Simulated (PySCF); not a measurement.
**CH5AlSeSi (SMILES C[SiH]1[AlH][Se]1) at 6 levels**

Wanted: a comparison of 6 runs (B3LYP/6-31G*, B2PLYP/def2-SVP, PBE0/def2-SVP, BLYP/6-311G**, MP2/6-311G**, MP2/def2-TZVP) of CH5AlSeSi. Input form: a Python script.

Program for the calculation: PySCF 2.14.0.

## (1) The structure to begin with

CH5AlSeSi: 9 atoms, total charge 0, spin state singlet. SMILES: `C[SiH]1[AlH][Se]1`. The shape is that of a PBE0-D4/def2-TZVP optimisation.

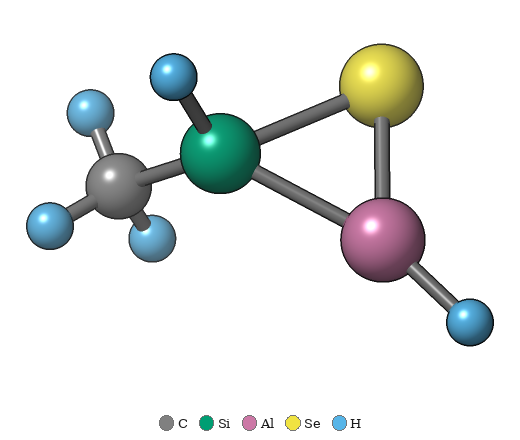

Viewed from a chosen angle; carbon grey, silicon teal, aluminium pink, selenium yellow, hydrogen blue.

## (2) Energy and forces at B3LYP/6-31G(d) (spherical functions) (run 1)

mol.xyz reads:

```xyz
9

C     -0.401500     1.058700    -1.073500
Si     0.241800    -0.520300    -0.302700
Al     0.849800    -0.858700     1.926300
Se    -1.253300    -1.491400     1.237200
H     -1.254800     0.842300    -1.721100
H     -0.717400     1.767900    -0.307200
H      0.379300     1.525300    -1.680400
H      0.590500    -1.491800    -1.376100
H      1.654100    -0.878200     3.280400
```

input.py reads:

```python
import pyscf.grad
from pyscf import gto, dft

system = gto.M(
    atom='mol.xyz',
    verbose=3,
    basis='6-31g*',
    max_memory=1860,
)

calc0 = dft.RKS(system, xc='b3lyp')
calc0.grids.level = 5
calc0.conv_tol = 1e-10
calc0.kernel()
if not calc0.converged:
    calc0 = calc0.newton().run(calc0.mo_coeff, calc0.mo_occ)

etot = calc0.e_tot
print(f'total energy: {etot:.8f} hartree')
grad = calc0.Gradients().kernel()
dip = calc0.dip_moment()
pop, q = calc0.mulliken_pop()
```

Started as:

```console
$ OMP_NUM_THREADS=1 python input.py
```

Output:

```text
converged SCF energy = -2974.37466108138
total energy: -2974.37466108 hartree
--------------- RKS gradients ---------------
         x                y                z
0 C     0.0008150776    -0.0029124126     0.0019737256
1 Si    -0.0045530818     0.0031314700     0.0024439178
2 Al    -0.0036549687    -0.0005119105    -0.0030396798
3 Se     0.0070081593     0.0038560756    -0.0032264145
4 H     0.0017951122    -0.0002859946     0.0014195338
5 H     0.0007455084    -0.0020003680    -0.0009129272
6 H    -0.0011851479    -0.0016496042     0.0013667616
7 H    -0.0004546084     0.0003516250     0.0008144446
8 H    -0.0005208698     0.0000210309    -0.0008452295
----------------------------------------------
Dipole moment(X, Y, Z, Debye):  1.66482,  1.48212, -0.45255
 ** Mulliken pop  **
pop of  0 C 1s            1.99666
pop of  0 C 2s            0.66925
pop of  0 C 3s            0.68014
pop of  0 C 2px           0.70734
pop of  0 C 2py           0.71265
pop of  0 C 2pz           0.71175
pop of  0 C 3px           0.38052
pop of  0 C 3py           0.39140
pop of  0 C 3pz           0.37503
pop of  0 C 3dxy          0.00377
pop of  0 C 3dyz          0.00652
pop of  0 C 3dz^2         0.00079
pop of  0 C 3dxz          0.00911
pop of  0 C 3dx2-y2       0.00365
pop of  1 Si 1s           1.99966
pop of  1 Si 2s           1.99650
pop of  1 Si 3s           1.01342
pop of  1 Si 4s           0.27389
pop of  1 Si 2px          1.98669
pop of  1 Si 2py          1.98720
pop of  1 Si 2pz          1.98687
pop of  1 Si 3px          0.56993
pop of  1 Si 3py          0.61906
pop of  1 Si 3pz          0.65573
pop of  1 Si 4px          0.18468
pop of  1 Si 4py          0.12713
pop of  1 Si 4pz          0.14078
pop of  1 Si 3dxy         0.01991
pop of  1 Si 3dyz         0.05630
pop of  1 Si 3dz^2        0.01981
pop of  1 Si 3dxz         0.03147
pop of  1 Si 3dx2-y2      0.02046
pop of  2 Al 1s           1.99973
pop of  2 Al 2s           1.99634
pop of  2 Al 3s           0.93196
pop of  2 Al 4s           0.21260
pop of  2 Al 2px          1.98758
pop of  2 Al 2py          1.98588
pop of  2 Al 2pz          1.98861
pop of  2 Al 3px          0.45025
pop of  2 Al 3py          0.21526
pop of  2 Al 3pz          0.61312
pop of  2 Al 4px          0.07030
pop of  2 Al 4py          0.05527
pop of  2 Al 4pz          0.13381
pop of  2 Al 3dxy         0.01822
pop of  2 Al 3dyz         0.00992
pop of  2 Al 3dz^2        0.03800
pop of  2 Al 3dxz         0.04248
pop of  2 Al 3dx2-y2      0.01989
pop of  3 Se 1s           1.99997
pop of  3 Se 2s           1.99946
pop of  3 Se 3s           1.99905
pop of  3 Se 4s           1.59347
pop of  3 Se 5s           0.31040
pop of  3 Se 2px          1.99972
pop of  3 Se 2py          1.99975
pop of  3 Se 2pz          1.99973
pop of  3 Se 3px          1.99486
pop of  3 Se 3py          1.99528
pop of  3 Se 3pz          1.99476
pop of  3 Se 4px          1.07540
pop of  3 Se 4py          1.11296
pop of  3 Se 4pz          1.03830
pop of  3 Se 5px          0.32521
pop of  3 Se 5py          0.50778
pop of  3 Se 5pz          0.33944
pop of  3 Se 3dxy         1.38323
pop of  3 Se 3dyz         1.38323
pop of  3 Se 3dz^2        1.38293
pop of  3 Se 3dxz         1.38299
pop of  3 Se 3dx2-y2      1.38317
pop of  3 Se 4dxy         0.58532
pop of  3 Se 4dyz         0.58564
pop of  3 Se 4dz^2        0.58586
pop of  3 Se 4dxz         0.58543
pop of  3 Se 4dx2-y2      0.58528
pop of  3 Se 5dxy         0.04167
pop of  3 Se 5dyz         0.03608
pop of  3 Se 5dz^2        0.03705
pop of  3 Se 5dxz         0.04692
pop of  3 Se 5dx2-y2      0.04122
pop of  4 H 1s            0.51702
pop of  4 H 2s            0.29910
pop of  5 H 1s            0.51876
pop of  5 H 2s            0.30339
pop of  6 H 1s            0.51789
pop of  6 H 2s            0.30726
pop of  7 H 1s            0.50889
pop of  7 H 2s            0.54463
pop of  8 H 1s            0.48676
pop of  8 H 2s            0.55745
 ** Mulliken atomic charges  **
charge of    0C =     -0.64860
charge of    1Si =      0.31050
charge of    2Al =      0.23078
charge of    3Se =     -0.33155
charge of    4H =      0.18389
charge of    5H =      0.17786
charge of    6H =      0.17485
charge of    7H =     -0.05352
charge of    8H =     -0.04422
```

Run time: 95 s. Hardware: 1 thread of Intel Xeon at 2.50GHz (Skylake/Cascade Lake), shared host; peak memory 0.91 GiB.

## (3) A single-point energy at B2PLYP/def2-SVP (run 2)

job.py reads:

```python
from pyscf import gto, dft, mp

mol = gto.Mole()
mol.atom = [
    ('C', (-0.401500, 1.058700, -1.073500)),
    ('Si', (0.241800, -0.520300, -0.302700)),
    ('Al', (0.849800, -0.858700, 1.926300)),
    ('Se', (-1.253300, -1.491400, 1.237200)),
    ('H', (-1.254800, 0.842300, -1.721100)),
    ('H', (-0.717400, 1.767900, -0.307200)),
    ('H', (0.379300, 1.525300, -1.680400)),
    ('H', (0.590500, -1.491800, -1.376100)),
    ('H', (1.654100, -0.878200, 3.280400)),
]
mol.max_memory = 1860
mol.verbose = 4
mol.charge = 0
mol.spin = 0
mol.basis = 'def2-svp'
mol.build()

ks = dft.RKS(mol, xc='0.53*HF + 0.47*B88, 0.73*LYP')
ks.conv_tol = 1e-10
ks.grids.level = 5
ks.kernel()
if not ks.converged:
    ks = ks.newton().run(ks.mo_coeff, ks.mo_occ)

pt = mp.MP2(ks, frozen=20).run()
e_tot = ks.e_tot + 0.27 * pt.e_corr
print('PT2 part  %.8f' % (0.27 * pt.e_corr))
print(f'total energy: {e_tot:.8f} hartree')
dip = ks.dip_moment()
pop, q = ks.mulliken_pop()
```

Started as:

```console
$ OMP_NUM_THREADS=1 python job.py
```

Output:

```text
PySCF version 2.14.0

[... 81 lines left out ...]
converged SCF energy = -2973.27240418668
[... 9 lines left out ...]
total energy: -2973.44874116 hartree
Dipole moment(X, Y, Z, Debye):  1.78648,  1.37672, -0.22370
[... 78 lines left out ...]
pop of  3 Se 5dxy         0.02437
pop of  3 Se 5dyz         0.01798
pop of  3 Se 5dz^2        0.01850
pop of  3 Se 5dxz         0.03084
pop of  3 Se 5dx2-y2      0.02359
pop of  4 H 1s            0.73338
pop of  4 H 2s            0.17609
pop of  4 H 2px           0.01166
pop of  4 H 2py           0.00593
pop of  4 H 2pz           0.00865
pop of  5 H 1s            0.73673
pop of  5 H 2s            0.18195
pop of  5 H 2px           0.00558
pop of  5 H 2py           0.00986
pop of  5 H 2pz           0.01051
pop of  6 H 1s            0.73546
pop of  6 H 2s            0.18354
pop of  6 H 2px           0.01052
pop of  6 H 2py           0.00755
pop of  6 H 2pz           0.00824
pop of  7 H 1s            0.73931
pop of  7 H 2s            0.33474
pop of  7 H 2px           0.00166
pop of  7 H 2py           0.00446
pop of  7 H 2pz           0.00518
pop of  8 H 1s            0.71115
pop of  8 H 2s            0.42529
pop of  8 H 2px           0.00192
pop of  8 H 2py           0.00018
pop of  8 H 2pz           0.00487
 ** Mulliken atomic charges  **
charge of    0C =     -0.26452
charge of    1Si =      0.22144
charge of    2Al =      0.54923
charge of    3Se =     -0.45175
charge of    4H =      0.06430
charge of    5H =      0.05538
charge of    6H =      0.05469
charge of    7H =     -0.08536
charge of    8H =     -0.14341
```

Run time: 44 s. Hardware: 1 thread of Intel Xeon at 2.50GHz (Skylake/Cascade Lake), shared host; peak memory 0.58 GiB.

Runs 3 to 5 aren't shown in full; the table further down has their settings and results.

## (4) Energy and forces at MP2/def2-TZVP (run 6)

calc.py reads:

```python
from pyscf import gto, mp

system = gto.M(
    atom='''
C       -0.401500       1.058700      -1.073500
Si       0.241800      -0.520300      -0.302700
Al       0.849800      -0.858700       1.926300
Se      -1.253300      -1.491400       1.237200
H       -1.254800       0.842300      -1.721100
H       -0.717400       1.767900      -0.307200
H        0.379300       1.525300      -1.680400
H        0.590500      -1.491800      -1.376100
H        1.654100      -0.878200       3.280400
''',
    spin=0,
    max_memory=1860,
    charge=0,
    basis='def2-tzvp',
    verbose=4,
)

hf = system.RHF()
hf.conv_tol = 1e-10
hf.kernel()
if not hf.converged:
    hf = hf.newton().run(hf.mo_coeff, hf.mo_occ)

pt = mp.MP2(hf, frozen=20).run()
e_tot = pt.e_tot
print(f'total energy: {e_tot:.8f} hartree')
grad = pt.nuc_grad_method().kernel()
hf.analyze()
```

Started as:

```console
$ OMP_NUM_THREADS=1 python calc.py
```

Output:

```text
PySCF version 2.14.0

[... 87 lines left out ...]
Nuclear Repulsion Energy =             378.712510063579657
[... 18 lines left out ...]
MO #13  energy= -6.13362986106806  occ= 2
[... 16 lines left out ...]
MO #30  energy= -0.566428339619238 occ= 2
[... 16 lines left out ...]
MO #47  energy= 0.234186357728268  occ= 0
[... 16 lines left out ...]
MO #64  energy= 0.461582363433048  occ= 0
[... 16 lines left out ...]
MO #81  energy= 0.85459112490398   occ= 0
[... 16 lines left out ...]
MO #98  energy= 1.19187700731469   occ= 0
[... 16 lines left out ...]
MO #115 energy= 1.65120016797729   occ= 0
[... 16 lines left out ...]
MO #132 energy= 2.10112499713809   occ= 0
[... 16 lines left out ...]
MO #149 energy= 2.77445358085091   occ= 0
[... 16 lines left out ...]
MO #166 energy= 3.96645106734165   occ= 0
[... 16 lines left out ...]
MO #183 energy= 23.304374287385    occ= 0
[... 156 lines left out ...]
pop of  4 H 2s            0.00483
pop of  4 H 3s            0.00192
pop of  4 H 2px           0.00072
pop of  4 H 2py           0.00006
pop of  4 H 2pz           0.00041
pop of  5 H 1s            0.87975
pop of  5 H 2s            0.00437
pop of  5 H 3s            0.00188
pop of  5 H 2px           0.00013
pop of  5 H 2py           0.00057
pop of  5 H 2pz           0.00051
pop of  6 H 1s            0.88041
pop of  6 H 2s            0.00411
pop of  6 H 3s            0.00177
pop of  6 H 2px           0.00052
pop of  6 H 2py           0.00032
pop of  6 H 2pz           0.00040
pop of  7 H 1s            1.11931
pop of  7 H 2s            0.00327
pop of  7 H 3s            0.00100
pop of  7 H 2px           0.00026
pop of  7 H 2py           0.00224
pop of  7 H 2pz           0.00245
pop of  8 H 1s            1.12655
pop of  8 H 2s            0.00142
pop of  8 H 3s            0.00094
pop of  8 H 2px           0.00098
pop of  8 H 2py           0.00009
pop of  8 H 2pz           0.00283
 ** Mulliken atomic charges  **
charge of    0C =     -0.55397
charge of    1Si =      0.50145
charge of    2Al =      0.41526
charge of    3Se =     -0.44190
charge of    4H =      0.11524
charge of    5H =      0.11279
charge of    6H =      0.11247
charge of    7H =     -0.12853
charge of    8H =     -0.13281
Dipole moment(X, Y, Z, Debye):  2.05253,  1.48546, -0.27217
```

It took 6.8 min on 1 thread of Intel Xeon at 2.50GHz (Skylake/Cascade Lake), shared host; peak memory 2.4 GiB.

## (5) The series

```
run                               level      task  frozen core orbitals   energy (Eh)  dipole moment (D) of the reference  HOMO energy (eV)  LUMO energy (eV)  wall time
  1  B3LYP/6-31G* (spherical functions)  gradient                     –  -2974.374661                                2.27             -6.18             -1.82       95 s
  2                     B2PLYP/def2-SVP    energy                    20  -2973.448741                                2.27             -7.16             -0.61       44 s
  3                       PBE0/def2-SVP  gradient                     –  -2973.577225                                2.02             -6.44             -1.70       86 s
  4                       BLYP/6-311G**  gradient                     –  -2974.627984                                1.99             -5.34             -2.29    2.2 min
  5                        MP2/6-311G**  gradient                    20  -2972.066118                                2.94             -8.56              0.82    2.3 min
  6                       MP2/def2-TZVP  gradient                    20  -2972.173616                                2.55             -8.52              0.98    6.8 min
```

## (6) What came out

| quantity | value |
| --- | --- |
| run 6: total energy | -2972.17362 Eh |
| run 6: dipole moment (Hartree–Fock density) | 2.55 D |
| run 6: HOMO energy (Hartree–Fock orbitals) | -8.52 eV |
| run 6: LUMO energy (Hartree–Fock orbitals) | 0.98 eV |
| run 6: HOMO–LUMO gap (Hartree–Fock orbitals) | 9.49 eV |
| run 6: correlation energy (20 core orbitals frozen) | -622.3 mEh |
| run 6: largest force on an atom | 0.240 eV/Å |

**Reading.** Over runs 1, 2, 3, 4 the dipole moment (its size) runs from 1.99 D (BLYP/6-311G**) to 2.27 D (B3LYP/6-31G*). The two ends differ in method and basis. Over runs 1, 2, 3, 4 the HOMO–LUMO gap runs from 3.05 eV (BLYP/6-311G**) to 6.55 eV (B2PLYP/def2-SVP). A double hybrid's value is that of its SCF part. Totals of different functionals can't be ranked against each other. All runs together took 15 min, the longest 6.8 min.
